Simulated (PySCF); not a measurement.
# C2H3N3Si: the cost of one run

Computed with PySCF 2.14.0, with density-fitted response routines of our own, on a single molecule in the gas phase. Atoms are numbered from 0 throughout.

### 1 Starting geometry

9 atoms, charge 0, multiplicity 1; geometry from: GFN2-xTB. The atoms were then displaced at random by about 0.03 Å, so the start is not that level's minimum.

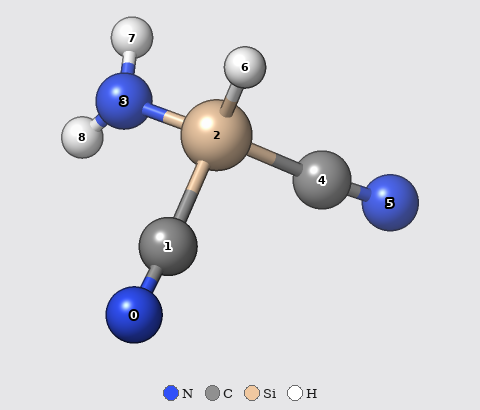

The starting geometry (nitrogen blue, carbon grey, silicon light orange, hydrogen white), atoms numbered; sticks join atoms by distance.

### 2 Optimising the geometry at PBE0-D3(BJ)/def2-SVP

What the job is given:

```
{"job": {"xc": "PBE0", "basis": "def2-SVP", "d3": "d3bj", "grid": 1, "shake": 0.03, "kind": "geom"}, "charge": 0, "multiplicity": 1}
N      2.947030    -0.091180    -0.328660
C      1.766890    -0.002020    -0.040560
Si    -0.066500     0.048980     0.468660
N     -0.621920    -1.302910    -0.257080
C     -0.620380     1.700910    -0.159020
N     -1.036720     2.734970    -0.511190
H     -0.146560     0.003750     1.942590
H     -1.641200    -1.524800    -0.102260
H     -0.420770    -1.625150    -1.088500
```

Launch:

```
OMP_NUM_THREADS=1 python probes_run.py task.json out
```

The driver reads the jobs from task.json and runs them one after another.

Q: Estimate the wall time and peak memory of this first job on 1 thread of Arm Neoverse V1, shared host.

About 43 s, with a peak of 0.41 GiB.
